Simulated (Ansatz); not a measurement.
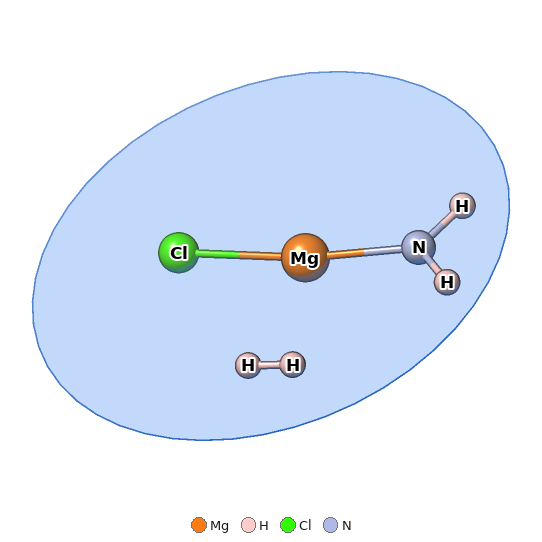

All proper rotation axes (lines) and mirror planes (discs) of the structure are drawn in. Atoms fade into the background with distance from the viewer. The geometry was computed by an optimisation with PBE0-D4/def2-TZVP.

Name the symmetry elements and the point group.

Answer. It has 1 mirror plane. Point group Cs. The group has 2 operations. The geometry is achiral, and symmetry allows a dipole moment.
